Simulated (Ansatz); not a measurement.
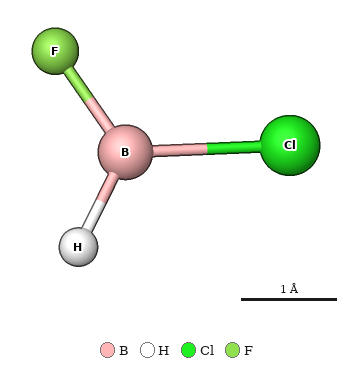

The input geometry (ball-and-stick view, seen at a tilt).

**Molecular dynamics, with input and output: BHClF (part 1 of 2)**

System: BHClF.
Method: RKS B3LYP/6-31G* (Ansatz 0.2.0).

It belongs to a series of runs on one base structure; here: dynamics from the start.

## Log
```
Engine: ansatz 0.2.0, aarch64-unknown-linux-gnu
Functional definition: B3LYP
  parameter a0 = 0.2
  parameter ax = 0.72
  parameter ac = 0.81
  exchange = (1 - a0 - ax)*slater_x + ax*b88_x + a0*exact_x
  correlation = (1 - ac)*vwn_rpa_c + ac*lyp_c
522 factors; integrals over basis functions are off by at most 4.6e-4 eV
mean field evaluation 1: about -15933.6260 eV, gradient 2.4e1 eV
mean field evaluation 2: about -15932.5745 eV, gradient 3.7e1 eV
mean field evaluation 4: about -15934.4878 eV, gradient 7.4e-1 eV
mean field evaluation 8: about -15934.4886 eV, gradient 4.2e-3 eV
mean field -15934.48861473 eV, -585.5816558072 hartree, gradient 2.7e-5 eV, S^2 0.000000; 0 other end points of the search recorded, 0 dependent functions left out
the calculation of the forces begins
reference -15934.48877413 eV, -585.5816616648 hartree; 16, 16 occupied and 35, 35 virtual orbitals, 522 factors
md step     0: t =     0.00 fs  T =   375.0 K  F+E_penalty+E_count = -15934.48861473 eV  E_kin = 0.193890 eV  (24 SCF iters)
these checks for a lower state are left out or cut short: starts, cluster_reference, orbital_swaps, neighbouring_geometries, increment
522 factors; integrals over basis functions are off by at most 4.7e-4 eV
mean field evaluation 16: about -15934.4879 eV, gradient 6.7e-4 eV
mean field -15934.48765890 eV, -585.5816206808 hartree, gradient 3.4e-5 eV, S^2 0.000000; 0 other end points of the search recorded, 0 dependent functions left out
the calculation of the forces begins
reference -15934.48781859 eV, -585.5816265494 hartree; 16, 16 occupied and 35, 35 virtual orbitals, 522 factors
md step     1: t =     0.50 fs  T =   366.7 K  F+E_penalty+E_count = -15934.48765890 eV  E_kin = 0.189618 eV  (24 SCF iters)
[... from here on the SCF iterations and repeated set-up lines of each step are left out, up to the last step ...]
md step     2: t =     1.00 fs  T =   352.9 K  F+E_penalty+E_count = -15934.48495605 eV  E_kin = 0.182482 eV  (24 SCF iters)
md step     3: t =     1.50 fs  T =   352.2 K  F+E_penalty+E_count = -15934.48062953 eV  E_kin = 0.182101 eV  (25 SCF iters)
md step     4: t =     2.00 fs  T =   335.0 K  F+E_penalty+E_count = -15934.47531847 eV  E_kin = 0.173227 eV  (24 SCF iters)
md step     5: t =     2.50 fs  T =   322.6 K  F+E_penalty+E_count = -15934.46971850 eV  E_kin = 0.166817 eV  (25 SCF iters)
md step     6: t =     3.00 fs  T =   309.8 K  F+E_penalty+E_count = -15934.46424413 eV  E_kin = 0.160184 eV  (21 SCF iters)
md step     7: t =     3.50 fs  T =   303.4 K  F+E_penalty+E_count = -15934.45924214 eV  E_kin = 0.156884 eV  (22 SCF iters)
md step     8: t =     4.00 fs  T =   299.6 K  F+E_penalty+E_count = -15934.45472980 eV  E_kin = 0.154923 eV  (22 SCF iters)
md step     9: t =     4.50 fs  T =   293.8 K  F+E_penalty+E_count = -15934.45053144 eV  E_kin = 0.151897 eV  (22 SCF iters)
md step    10: t =     5.00 fs  T =   281.1 K  F+E_penalty+E_count = -15934.44632774 eV  E_kin = 0.145326 eV  (20 SCF iters)
md step    11: t =     5.50 fs  T =   264.3 K  F+E_penalty+E_count = -15934.44194936 eV  E_kin = 0.136635 eV  (21 SCF iters)
md step    12: t =     6.00 fs  T =   243.5 K  F+E_penalty+E_count = -15934.43724817 eV  E_kin = 0.125894 eV  (20 SCF iters)
md step    13: t =     6.50 fs  T =   232.7 K  F+E_penalty+E_count = -15934.43195209 eV  E_kin = 0.120316 eV  (20 SCF iters)
md step    14: t =     7.00 fs  T =   220.0 K  F+E_penalty+E_count = -15934.42590417 eV  E_kin = 0.113746 eV  (20 SCF iters)
md step    15: t =     7.50 fs  T =   202.4 K  F+E_penalty+E_count = -15934.41925131 eV  E_kin = 0.104664 eV  (20 SCF iters)
md step    16: t =     8.00 fs  T =   195.3 K  F+E_penalty+E_count = -15934.41237878 eV  E_kin = 0.101000 eV  (20 SCF iters)
md step    17: t =     8.50 fs  T =   186.8 K  F+E_penalty+E_count = -15934.40559820 eV  E_kin = 0.096595 eV  (21 SCF iters)
md step    18: t =     9.00 fs  T =   173.1 K  F+E_penalty+E_count = -15934.39958229 eV  E_kin = 0.089516 eV  (21 SCF iters)
md step    19: t =     9.50 fs  T =   172.1 K  F+E_penalty+E_count = -15934.39490583 eV  E_kin = 0.088983 eV  (20 SCF iters)
md step    20: t =    10.00 fs  T =   171.9 K  F+E_penalty+E_count = -15934.39147391 eV  E_kin = 0.088872 eV  (21 SCF iters)
md step    21: t =    10.50 fs  T =   175.7 K  F+E_penalty+E_count = -15934.38896740 eV  E_kin = 0.090867 eV  (20 SCF iters)
md step    22: t =    11.00 fs  T =   165.8 K  F+E_penalty+E_count = -15934.38714226 eV  E_kin = 0.085722 eV  (22 SCF iters)
md step    23: t =    11.50 fs  T =   156.9 K  F+E_penalty+E_count = -15934.38581023 eV  E_kin = 0.081115 eV  (22 SCF iters)
md step    24: t =    12.00 fs  T =   152.5 K  F+E_penalty+E_count = -15934.38425428 eV  E_kin = 0.078872 eV  (21 SCF iters)
md step    25: t =    12.50 fs  T =   137.6 K  F+E_penalty+E_count = -15934.38227288 eV  E_kin = 0.071162 eV  (21 SCF iters)
md step    26: t =    13.00 fs  T =   145.5 K  F+E_penalty+E_count = -15934.37972795 eV  E_kin = 0.075233 eV  (22 SCF iters)
md step    27: t =    13.50 fs  T =   146.7 K  F+E_penalty+E_count = -15934.37625239 eV  E_kin = 0.075830 eV  (21 SCF iters)
md step    28: t =    14.00 fs  T =   142.3 K  F+E_penalty+E_count = -15934.37204181 eV  E_kin = 0.073567 eV  (21 SCF iters)
md step    29: t =    14.50 fs  T =   141.2 K  F+E_penalty+E_count = -15934.36751948 eV  E_kin = 0.073031 eV  (21 SCF iters)
md step    30: t =    15.00 fs  T =   131.9 K  F+E_penalty+E_count = -15934.36296537 eV  E_kin = 0.068174 eV  (21 SCF iters)
md step    31: t =    15.50 fs  T =   129.8 K  F+E_penalty+E_count = -15934.35867832 eV  E_kin = 0.067125 eV  (22 SCF iters)
md step    32: t =    16.00 fs  T =   125.2 K  F+E_penalty+E_count = -15934.35489675 eV  E_kin = 0.064721 eV  (22 SCF iters)
md step    33: t =    16.50 fs  T =   116.4 K  F+E_penalty+E_count = -15934.35188196 eV  E_kin = 0.060181 eV  (22 SCF iters)
md step    34: t =    17.00 fs  T =   108.3 K  F+E_penalty+E_count = -15934.34959134 eV  E_kin = 0.056015 eV  (21 SCF iters)
md step    35: t =    17.50 fs  T =   106.6 K  F+E_penalty+E_count = -15934.34787517 eV  E_kin = 0.055104 eV  (21 SCF iters)
md step    36: t =    18.00 fs  T =    99.8 K  F+E_penalty+E_count = -15934.34657077 eV  E_kin = 0.051609 eV  (21 SCF iters)
md step    37: t =    18.50 fs  T =   103.9 K  F+E_penalty+E_count = -15934.34522047 eV  E_kin = 0.053745 eV  (21 SCF iters)
md step    38: t =    19.00 fs  T =    97.2 K  F+E_penalty+E_count = -15934.34325698 eV  E_kin = 0.050242 eV  (21 SCF iters)
md step    39: t =    19.50 fs  T =    90.5 K  F+E_penalty+E_count = -15934.34058755 eV  E_kin = 0.046791 eV  (21 SCF iters)
md step    40: t =    20.00 fs  T =    82.6 K  F+E_penalty+E_count = -15934.33737779 eV  E_kin = 0.042726 eV  (20 SCF iters)
md step    41: t =    20.50 fs  T =    73.8 K  F+E_penalty+E_count = -15934.33391346 eV  E_kin = 0.038166 eV  (21 SCF iters)
md step    42: t =    21.00 fs  T =    65.5 K  F+E_penalty+E_count = -15934.33055212 eV  E_kin = 0.033872 eV  (21 SCF iters)
md step    43: t =    21.50 fs  T =    66.3 K  F+E_penalty+E_count = -15934.32778771 eV  E_kin = 0.034272 eV  (23 SCF iters)
md step    44: t =    22.00 fs  T =    58.4 K  F+E_penalty+E_count = -15934.32602416 eV  E_kin = 0.030213 eV  (20 SCF iters)
md step    45: t =    22.50 fs  T =    61.0 K  F+E_penalty+E_count = -15934.32554462 eV  E_kin = 0.031518 eV  (21 SCF iters)
md step    46: t =    23.00 fs  T =    59.3 K  F+E_penalty+E_count = -15934.32634529 eV  E_kin = 0.030671 eV  (21 SCF iters)
md step    47: t =    23.50 fs  T =    61.8 K  F+E_penalty+E_count = -15934.32832090 eV  E_kin = 0.031950 eV  (21 SCF iters)
md step    48: t =    24.00 fs  T =    72.1 K  F+E_penalty+E_count = -15934.33102838 eV  E_kin = 0.037294 eV  (20 SCF iters)
md step    49: t =    24.50 fs  T =    73.3 K  F+E_penalty+E_count = -15934.33401945 eV  E_kin = 0.037917 eV  (20 SCF iters)
md step    50: t =    25.00 fs  T =    76.5 K  F+E_penalty+E_count = -15934.33700292 eV  E_kin = 0.039560 eV  (20 SCF iters)
md step    51: t =    25.50 fs  T =    78.0 K  F+E_penalty+E_count = -15934.33962801 eV  E_kin = 0.040331 eV  (20 SCF iters)
md step    52: t =    26.00 fs  T =    80.6 K  F+E_penalty+E_count = -15934.34198581 eV  E_kin = 0.041668 eV  (21 SCF iters)
md step    53: t =    26.50 fs  T =    87.5 K  F+E_penalty+E_count = -15934.34429691 eV  E_kin = 0.045250 eV  (20 SCF iters)
md step    54: t =    27.00 fs  T =    92.0 K  F+E_penalty+E_count = -15934.34698621 eV  E_kin = 0.047558 eV  (21 SCF iters)
md step    55: t =    27.50 fs  T =    95.9 K  F+E_penalty+E_count = -15934.35031169 eV  E_kin = 0.049576 eV  (22 SCF iters)
md step    56: t =    28.00 fs  T =   100.3 K  F+E_penalty+E_count = -15934.35421539 eV  E_kin = 0.051866 eV  (19 SCF iters)
md step    57: t =    28.50 fs  T =   112.8 K  F+E_penalty+E_count = -15934.35884707 eV  E_kin = 0.058334 eV  (19 SCF iters)
md step    58: t =    29.00 fs  T =   116.1 K  F+E_penalty+E_count = -15934.36389081 eV  E_kin = 0.060028 eV  (19 SCF iters)
md step    59: t =    29.50 fs  T =   131.0 K  F+E_penalty+E_count = -15934.36912592 eV  E_kin = 0.067752 eV  (22 SCF iters)
md step    60: t =    30.00 fs  T =   134.6 K  F+E_penalty+E_count = -15934.37436252 eV  E_kin = 0.069582 eV  (21 SCF iters)
md step    61: t =    30.50 fs  T =   147.6 K  F+E_penalty+E_count = -15934.37928210 eV  E_kin = 0.076312 eV  (21 SCF iters)
md step    62: t =    31.00 fs  T =   168.3 K  F+E_penalty+E_count = -15934.38391781 eV  E_kin = 0.086995 eV  (20 SCF iters)
md step    63: t =    31.50 fs  T =   179.9 K  F+E_penalty+E_count = -15934.38825473 eV  E_kin = 0.093005 eV  (21 SCF iters)
md step    64: t =    32.00 fs  T =   190.3 K  F+E_penalty+E_count = -15934.39233892 eV  E_kin = 0.098415 eV  (20 SCF iters)
md step    65: t =    32.50 fs  T =   195.7 K  F+E_penalty+E_count = -15934.39644373 eV  E_kin = 0.101182 eV  (20 SCF iters)
md step    66: t =    33.00 fs  T =   199.0 K  F+E_penalty+E_count = -15934.40089503 eV  E_kin = 0.102891 eV  (22 SCF iters)
md step    67: t =    33.50 fs  T =   214.5 K  F+E_penalty+E_count = -15934.40598270 eV  E_kin = 0.110912 eV  (21 SCF iters)
md step    68: t =    34.00 fs  T =   222.7 K  F+E_penalty+E_count = -15934.41172044 eV  E_kin = 0.115122 eV  (21 SCF iters)
md step    69: t =    34.50 fs  T =   226.1 K  F+E_penalty+E_count = -15934.41794198 eV  E_kin = 0.116885 eV  (21 SCF iters)
md step    70: t =    35.00 fs  T =   236.3 K  F+E_penalty+E_count = -15934.42435712 eV  E_kin = 0.122182 eV  (22 SCF iters)
md step    71: t =    35.50 fs  T =   244.4 K  F+E_penalty+E_count = -15934.43061444 eV  E_kin = 0.126348 eV  (21 SCF iters)
md step    72: t =    36.00 fs  T =   247.0 K  F+E_penalty+E_count = -15934.43660489 eV  E_kin = 0.127701 eV  (22 SCF iters)
md step    73: t =    36.50 fs  T =   255.6 K  F+E_penalty+E_count = -15934.44211936 eV  E_kin = 0.132161 eV  (24 SCF iters)
md step    74: t =    37.00 fs  T =   264.3 K  F+E_penalty+E_count = -15934.44684458 eV  E_kin = 0.136630 eV  (24 SCF iters)
md step    75: t =    37.50 fs  T =   267.7 K  F+E_penalty+E_count = -15934.45080813 eV  E_kin = 0.138423 eV  (24 SCF iters)
md step    76: t =    38.00 fs  T =   272.5 K  F+E_penalty+E_count = -15934.45428756 eV  E_kin = 0.140905 eV  (24 SCF iters)
md step    77: t =    38.50 fs  T =   279.1 K  F+E_penalty+E_count = -15934.45765858 eV  E_kin = 0.144323 eV  (24 SCF iters)
md step    78: t =    39.00 fs  T =   295.2 K  F+E_penalty+E_count = -15934.46102674 eV  E_kin = 0.152605 eV  (25 SCF iters)
md step    79: t =    39.50 fs  T =   292.4 K  F+E_penalty+E_count = -15934.46444302 eV  E_kin = 0.151198 eV  (24 SCF iters)
md step    80: t =    40.00 fs  T =   296.5 K  F+E_penalty+E_count = -15934.46801753 eV  E_kin = 0.153295 eV  (24 SCF iters)
md step    81: t =    40.50 fs  T =   293.8 K  F+E_penalty+E_count = -15934.47144377 eV  E_kin = 0.151897 eV  (25 SCF iters)
md step    82: t =    41.00 fs  T =   301.2 K  F+E_penalty+E_count = -15934.47440310 eV  E_kin = 0.155737 eV  (25 SCF iters)
md step    83: t =    41.50 fs  T =   305.5 K  F+E_penalty+E_count = -15934.47675803 eV  E_kin = 0.157931 eV  (24 SCF iters)
md step    84: t =    42.00 fs  T =   308.5 K  F+E_penalty+E_count = -15934.47823020 eV  E_kin = 0.159512 eV  (25 SCF iters)
md step    85: t =    42.50 fs  T =   313.2 K  F+E_penalty+E_count = -15934.47857820 eV  E_kin = 0.161913 eV  (22 SCF iters)
md step    86: t =    43.00 fs  T =   305.4 K  F+E_penalty+E_count = -15934.47766619 eV  E_kin = 0.157928 eV  (25 SCF iters)
md step    87: t =    43.50 fs  T =   304.4 K  F+E_penalty+E_count = -15934.47557337 eV  E_kin = 0.157374 eV  (24 SCF iters)
md step    88: t =    44.00 fs  T =   292.1 K  F+E_penalty+E_count = -15934.47264694 eV  E_kin = 0.151006 eV  (25 SCF iters)
md step    89: t =    44.50 fs  T =   292.1 K  F+E_penalty+E_count = -15934.46928686 eV  E_kin = 0.151045 eV  (24 SCF iters)
md step    90: t =    45.00 fs  T =   283.5 K  F+E_penalty+E_count = -15934.46599574 eV  E_kin = 0.146575 eV  (24 SCF iters)
md step    91: t =    45.50 fs  T =   289.5 K  F+E_penalty+E_count = -15934.46306942 eV  E_kin = 0.149664 eV  (21 SCF iters)
md step    92: t =    46.00 fs  T =   279.3 K  F+E_penalty+E_count = -15934.46051365 eV  E_kin = 0.144410 eV  (21 SCF iters)
md step    93: t =    46.50 fs  T =   281.8 K  F+E_penalty+E_count = -15934.45828061 eV  E_kin = 0.145684 eV  (22 SCF iters)
md step    94: t =    47.00 fs  T =   275.7 K  F+E_penalty+E_count = -15934.45608090 eV  E_kin = 0.142524 eV  (21 SCF iters)
md step    95: t =    47.50 fs  T =   254.2 K  F+E_penalty+E_count = -15934.45366559 eV  E_kin = 0.131433 eV  (21 SCF iters)
md step    96: t =    48.00 fs  T =   240.7 K  F+E_penalty+E_count = -15934.45096175 eV  E_kin = 0.124439 eV  (20 SCF iters)
md step    97: t =    48.50 fs  T =   234.4 K  F+E_penalty+E_count = -15934.44787978 eV  E_kin = 0.121204 eV  (20 SCF iters)
md step    98: t =    49.00 fs  T =   214.5 K  F+E_penalty+E_count = -15934.44462291 eV  E_kin = 0.110922 eV  (20 SCF iters)
md step    99: t =    49.50 fs  T =   212.9 K  F+E_penalty+E_count = -15934.44152034 eV  E_kin = 0.110092 eV  (20 SCF iters)
md step   100: t =    50.00 fs  T =   215.4 K  F+E_penalty+E_count = -15934.43852786 eV  E_kin = 0.111366 eV  (21 SCF iters)
md step   101: t =    50.50 fs  T =   218.0 K  F+E_penalty+E_count = -15934.43573796 eV  E_kin = 0.112715 eV  (21 SCF iters)
md step   102: t =    51.00 fs  T =   217.7 K  F+E_penalty+E_count = -15934.43339477 eV  E_kin = 0.112534 eV  (21 SCF iters)
md step   103: t =    51.50 fs  T =   216.1 K  F+E_penalty+E_count = -15934.43147804 eV  E_kin = 0.111715 eV  (21 SCF iters)
md step   104: t =    52.00 fs  T =   211.0 K  F+E_penalty+E_count = -15934.42987565 eV  E_kin = 0.109105 eV  (20 SCF iters)
md step   105: t =    52.50 fs  T =   217.4 K  F+E_penalty+E_count = -15934.42858074 eV  E_kin = 0.112415 eV  (21 SCF iters)
md step   106: t =    53.00 fs  T =   209.5 K  F+E_penalty+E_count = -15934.42726414 eV  E_kin = 0.108338 eV  (22 SCF iters)
md step   107: t =    53.50 fs  T =   206.4 K  F+E_penalty+E_count = -15934.42578326 eV  E_kin = 0.106712 eV  (21 SCF iters)
md step   108: t =    54.00 fs  T =   209.3 K  F+E_penalty+E_count = -15934.42404533 eV  E_kin = 0.108196 eV  (20 SCF iters)
md step   109: t =    54.50 fs  T =   206.1 K  F+E_penalty+E_count = -15934.42175406 eV  E_kin = 0.106566 eV  (21 SCF iters)
md step   110: t =    55.00 fs  T =   196.8 K  F+E_penalty+E_count = -15934.41901070 eV  E_kin = 0.101765 eV  (22 SCF iters)
md step   111: t =    55.50 fs  T =   200.2 K  F+E_penalty+E_count = -15934.41597935 eV  E_kin = 0.103498 eV  (21 SCF iters)
md step   112: t =    56.00 fs  T =   199.0 K  F+E_penalty+E_count = -15934.41256458 eV  E_kin = 0.102916 eV  (22 SCF iters)
md step   113: t =    56.50 fs  T =   200.4 K  F+E_penalty+E_count = -15934.40878649 eV  E_kin = 0.103603 eV  (22 SCF iters)
md step   114: t =    57.00 fs  T =   186.6 K  F+E_penalty+E_count = -15934.40478416 eV  E_kin = 0.096500 eV  (22 SCF iters)
md step   115: t =    57.50 fs  T =   185.1 K  F+E_penalty+E_count = -15934.40055558 eV  E_kin = 0.095684 eV  (24 SCF iters)
md step   116: t =    58.00 fs  T =   169.4 K  F+E_penalty+E_count = -15934.39582090 eV  E_kin = 0.087581 eV  (25 SCF iters)
md step   117: t =    58.50 fs  T =   157.5 K  F+E_penalty+E_count = -15934.39056296 eV  E_kin = 0.081411 eV  (25 SCF iters)
md step   118: t =    59.00 fs  T =   145.7 K  F+E_penalty+E_count = -15934.38483349 eV  E_kin = 0.075344 eV  (21 SCF iters)
md step   119: t =    59.50 fs  T =   131.6 K  F+E_penalty+E_count = -15934.37881058 eV  E_kin = 0.068030 eV  (21 SCF iters)
md step   120: t =    60.00 fs  T =   116.3 K  F+E_penalty+E_count = -15934.37273702 eV  E_kin = 0.060111 eV  (22 SCF iters)
md step   121: t =    60.50 fs  T =   105.4 K  F+E_penalty+E_count = -15934.36662952 eV  E_kin = 0.054497 eV  (20 SCF iters)
md step   122: t =    61.00 fs  T =    92.2 K  F+E_penalty+E_count = -15934.36072221 eV  E_kin = 0.047647 eV  (20 SCF iters)
md step   123: t =    61.50 fs  T =    75.0 K  F+E_penalty+E_count = -15934.35543487 eV  E_kin = 0.038757 eV  (21 SCF iters)
md step   124: t =    62.00 fs  T =    74.2 K  F+E_penalty+E_count = -15934.35085951 eV  E_kin = 0.038359 eV  (21 SCF iters)
md step   125: t =    62.50 fs  T =    66.5 K  F+E_penalty+E_count = -15934.34692999 eV  E_kin = 0.034381 eV  (21 SCF iters)
md step   126: t =    63.00 fs  T =    61.0 K  F+E_penalty+E_count = -15934.34389694 eV  E_kin = 0.031530 eV  (22 SCF iters)
md step   127: t =    63.50 fs  T =    52.0 K  F+E_penalty+E_count = -15934.34205915 eV  E_kin = 0.026861 eV  (22 SCF iters)
md step   128: t =    64.00 fs  T =    51.9 K  F+E_penalty+E_count = -15934.34153548 eV  E_kin = 0.026818 eV  (18 SCF iters)
md step   129: t =    64.50 fs  T =    58.4 K  F+E_penalty+E_count = -15934.34198601 eV  E_kin = 0.030199 eV  (18 SCF iters)
md step   130: t =    65.00 fs  T =    58.6 K  F+E_penalty+E_count = -15934.34311977 eV  E_kin = 0.030321 eV  (17 SCF iters)
md step   131: t =    65.50 fs  T =    61.4 K  F+E_penalty+E_count = -15934.34516591 eV  E_kin = 0.031728 eV  (18 SCF iters)
md step   132: t =    66.00 fs  T =    72.1 K  F+E_penalty+E_count = -15934.34822600 eV  E_kin = 0.037288 eV  (18 SCF iters)
md step   133: t =    66.50 fs  T =    78.2 K  F+E_penalty+E_count = -15934.35186468 eV  E_kin = 0.040447 eV  (18 SCF iters)
md step   134: t =    67.00 fs  T =    89.7 K  F+E_penalty+E_count = -15934.35588355 eV  E_kin = 0.046379 eV  (18 SCF iters)
md step   135: t =    67.50 fs  T =    96.7 K  F+E_penalty+E_count = -15934.36041928 eV  E_kin = 0.049999 eV  (20 SCF iters)
md step   136: t =    68.00 fs  T =   105.8 K  F+E_penalty+E_count = -15934.36549886 eV  E_kin = 0.054699 eV  (20 SCF iters)
md step   137: t =    68.50 fs  T =   118.6 K  F+E_penalty+E_count = -15934.37104246 eV  E_kin = 0.061298 eV  (21 SCF iters)
md step   138: t =    69.00 fs  T =   130.5 K  F+E_penalty+E_count = -15934.37682727 eV  E_kin = 0.067464 eV  (21 SCF iters)
md step   139: t =    69.50 fs  T =   140.7 K  F+E_penalty+E_count = -15934.38263747 eV  E_kin = 0.072727 eV  (20 SCF iters)
md step   140: t =    70.00 fs  T =   160.3 K  F+E_penalty+E_count = -15934.38845787 eV  E_kin = 0.082866 eV  (22 SCF iters)
md step   141: t =    70.50 fs  T =   163.8 K  F+E_penalty+E_count = -15934.39394114 eV  E_kin = 0.084670 eV  (21 SCF iters)
```
